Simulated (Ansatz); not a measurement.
**r2SCAN0/cc-pVTZ run of ClF (chlorine monofluoride)**

What is the vertical singlet–triplet gap of ClF (chlorine monofluoride) at r2SCAN0/cc-pVTZ? 

The calculation is run with Ansatz 0.2.0.

**1. The structure to begin with**

ClF has 2 atoms, charge 0, and is taken as a singlet. As SMILES, `FCl`. The shape is that of a PBE0-D4/def2-TZVP optimisation.

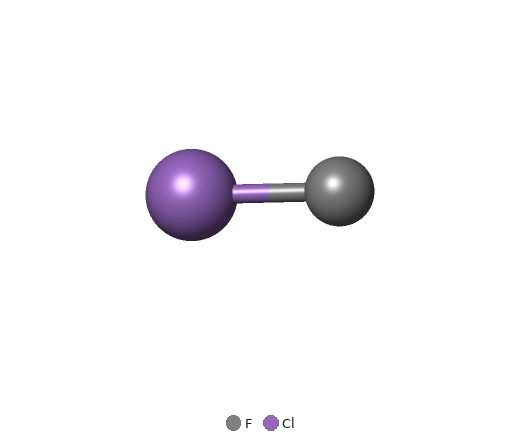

Viewed from a chosen angle; fluorine grey, chlorine purple.

**2. A single-point energy at r2SCAN0/cc-pVTZ**

job.yaml

```yaml
crystal:
  periodic: [false, false, false]
  atoms:
    - {symbol: F, position_ang: [-0.000000, -0.000000, 0.031290]}
    - {symbol: Cl, position_ang: [0.000000, 0.000000, 1.650960]}
basis:
  gaussian: {orbitals: cc-pVTZ}
total_charge: 0
hamiltonian: {xc: {name: r2SCAN0}}
accuracy: high
output: {orbitals: {seedname: orbitals}}
```

On the command line:

```bash
$ ansatz run job.yaml --threads 1 --pin off --max-ram 3480MiB --events-out events.jsonl --progress --plain --runs-dir runs
```

The program printed:

```text
Warning: RAYON_NUM_THREADS=1 ignored (pool sized by the plan → 1); use --threads N
Functional definition: r2SCAN0
  name "r2SCAN0"
  parameter a = 0.25
  parameter k0 = 0.174
  parameter k1 = 0.065
  parameter a1 = 4.9479
  exchange = (1 - a)*r2scan_x(k0 = k0, k1 = k1, a1 = a1) + a*exact_x
  correlation = r2scan_c
881 factors; integrals over basis functions are off by at most 4.0e-9 eV
mean field evaluation 1: about -15235.6410 eV, gradient 2.1e1 eV
mean field evaluation 2: about -15234.8785 eV, gradient 3.1e1 eV
mean field evaluation 4: about -15236.2218 eV, gradient 6.5e-1 eV
mean field evaluation 8: about -15236.2230 eV, gradient 1.1e-2 eV
mean field evaluation 16: about -15236.2230 eV, gradient 4.8e-7 eV
mean field -15236.22302522 eV, -559.9208686939 hartree, gradient 4.2e-8 eV, S^2 0.000000; 0 other end points of the search recorded, 0 dependent functions left out
reference -15236.22302548 eV, -559.9208687036 hartree; 13, 13 occupied and 51, 51 virtual orbitals, 881 factors
Total energy: -15236.22302548 eV, -559.9208687036 hartree
```

It took 3.6 s on 1 thread of Arm Neoverse V2, shared host; peak memory 0.14 GiB.

**3. The triplet, same level**

job.yaml

```yaml
basis:
  gaussian:
    orbitals: cc-pVTZ
crystal:
  periodic: [false, false, false]
  atoms:
    - {symbol: F, position_ang: [-0.000000, -0.000000, 0.031290]}
    - {symbol: Cl, position_ang: [0.000000, 0.000000, 1.650960]}
magnetization:
  spin_polarized: true
  initial_magnetization: 2
hamiltonian:
  xc: {name: r2SCAN0}
accuracy: high
output: {orbitals: {seedname: orbitals}}
```

On the command line:

```bash
$ ansatz run job.yaml --threads 1 --pin off --max-ram 3480MiB --events-out events.jsonl --progress --plain --runs-dir runs
```

The program printed:

```text
Warning: RAYON_NUM_THREADS=1 ignored (pool sized by the plan → 1); use --threads N
Functional definition: r2SCAN0
  name "r2SCAN0"
  parameter a = 0.25
  parameter k0 = 0.174
  parameter k1 = 0.065
  parameter a1 = 4.9479
  exchange = (1 - a)*r2scan_x(k0 = k0, k1 = k1, a1 = a1) + a*exact_x
  correlation = r2scan_c
881 factors; integrals over basis functions are off by at most 4.0e-9 eV
mean field evaluation 1: about -15232.0301 eV, gradient 1.8e1 eV
mean field evaluation 2: about -15229.2765 eV, gradient 3.5e1 eV
mean field evaluation 4: about -15232.9901 eV, gradient 7.7e-1 eV
mean field evaluation 8: about -15233.1353 eV, gradient 2.1e-1 eV
mean field evaluation 16: about -15233.1357 eV, gradient 1.2e-4 eV
mean field -15233.13572293 eV, -559.8074124274 hartree, gradient 6.1e-8 eV, S^2 2.009639; 0 other end points of the search recorded, 0 dependent functions left out
reference -15233.13572356 eV, -559.8074124507 hartree; 14, 12 occupied and 50, 52 virtual orbitals, 881 factors
Total energy: -15233.13572356 eV, -559.8074124507 hartree
```

Run time: 8.4 s. Hardware: 1 thread of Arm Neoverse V2, shared host; peak memory 0.21 GiB.

**4. Outcome**

At r2SCAN0/cc-pVTZ:

```
                                        quantity          value
                           singlet: total energy  -559.92087 Eh
                            singlet: HOMO energy       -9.62 eV
                            singlet: LUMO energy       -2.75 eV
                          singlet: HOMO–LUMO gap        6.87 eV
                           triplet: total energy  -559.80741 Eh
     triplet: HOMO energy (highest over α and β)       -6.50 eV
      triplet: LUMO energy (lowest over α and β)       -5.75 eV
                                   triplet: ⟨S²⟩          2.010
vertical energy of the triplet above the singlet       3.087 eV
```

What this shows: At this shape the triplet lies 3.09 eV (71 kcal/mol) above the singlet.
